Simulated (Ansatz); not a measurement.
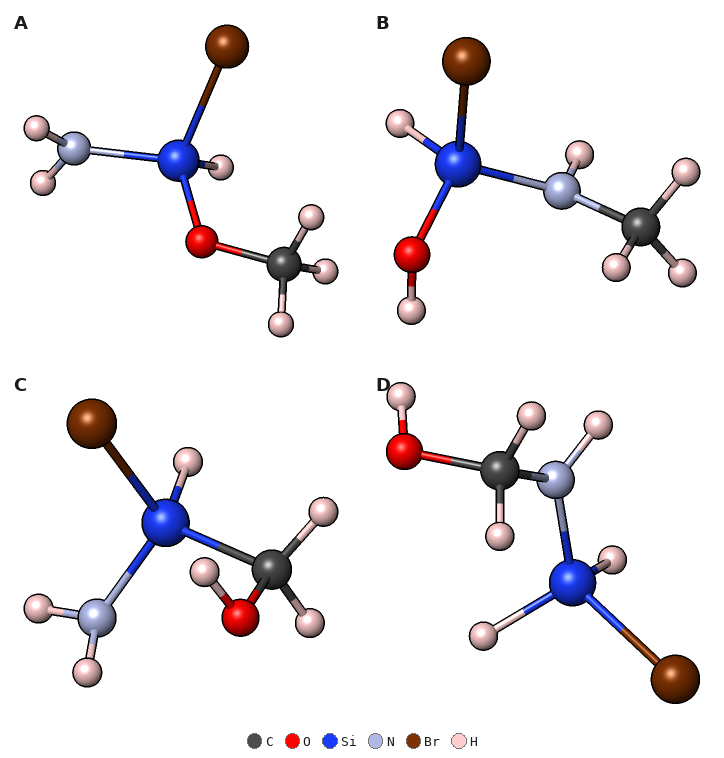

Source: calculation with Ansatz.

**Which panel belongs to which SMILES?**
(1) CN[Si@@H](O)Br
(2) CO[Si@@H](N)Br
(3) N[Si@@H](Br)CO
(4) OCN[SiH2]Br

A is (2), B is (1), C is (3), D is (4).
